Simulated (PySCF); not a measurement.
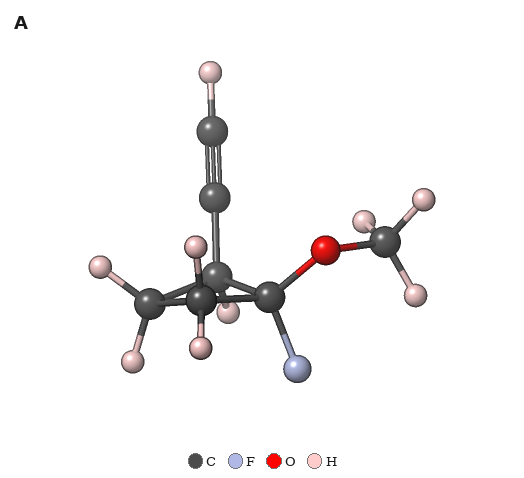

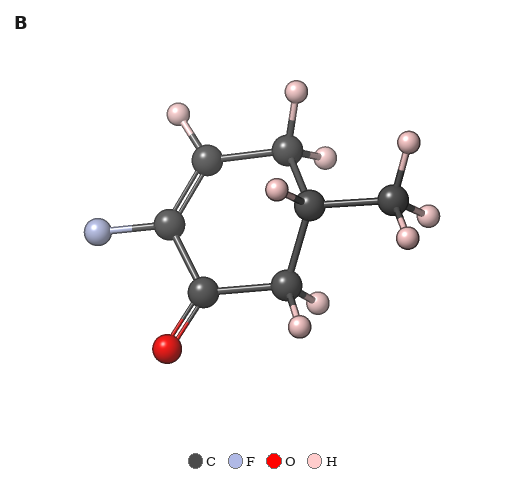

2 stationary structures of one formula. Geometries: PBE0-D3(BJ)/def2-SVP. Electronic energies: PBE0-D3(BJ)/def2-SVP (PySCF 2.14.0), without zero-point energy. No frequency run is at hand to confirm each as a minimum. Each is one conformer, not always the lowest.

Question: Are they conformers, stereoisomers or constitutional isomers?

Answer: They are constitutional isomers of C7H9FO: A `C#C[C@@H]1CC[C@]1(F)OC`, B `C[C@H]1CC=C(F)C(=O)C1`.

Question: Which is lowest in energy, and by how much?

Answer: B is lowest; A lies 60.2 kcal/mol above it.
